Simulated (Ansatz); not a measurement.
# C2H5BSe: the cost of one run

Program: Ansatz 0.2.0, Gaussian basis. Level of theory: the settings change from run to run. These are calculated values, not measurements.

## 1. The geometry

The structure was relaxed beforehand with PBE0-D4 in a triple-zeta def2 set.

9 atoms, charge 0, spin multiplicity 1.

Atoms are counted from 1 here; the program's logs count them from 0.

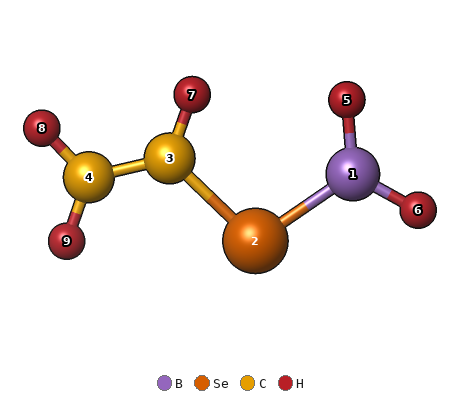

The geometry (boron purple, selenium orange, carbon amber, hydrogen red); atoms are numbered from 1 in the order of the file.

## 2. CCSD/def2-mTZVP

Set apart from the defaults: charge +1, multiplicity 2, atoms shaken by 0.03 Å.

Contents of in.yaml:

```yaml
crystal:
  periodic: [false, false, false]
  atoms:
    - {symbol: B, position_ang: [0.143253, 2.107685, -0.740976]}
    - {symbol: Se, position_ang: [-0.125698, 0.295798, -1.253050]}
    - {symbol: C, position_ang: [-0.050807, -0.662409, 0.366395]}
    - {symbol: C, position_ang: [-0.230348, -1.926883, 0.455153]}
    - {symbol: H, position_ang: [0.363956, 2.315264, 0.450833]}
    - {symbol: H, position_ang: [0.158868, 2.895095, -1.563488]}
    - {symbol: H, position_ang: [0.178058, -0.011411, 1.229606]}
    - {symbol: H, position_ang: [-0.057264, -2.418310, 1.435760]}
    - {symbol: H, position_ang: [-0.418716, -2.594422, -0.413915]}
basis:
  gaussian: {orbitals: def2-mTZVP}
total_charge: 1
magnetization: {spin_polarized: true, initial_magnetization: 1}
hamiltonian: {xc: {name: HF}}
correlation: {method: ccsd}
```

The run is started by

```
$ ansatz run in.yaml --threads 2 --pin off --events-out ev --progress --plain --max-ram 4352MiB
```

What time and memory should one allow on 2 threads of Arm Neoverse V2, shared host?

About 43 s, with a peak of 1.1 GiB.
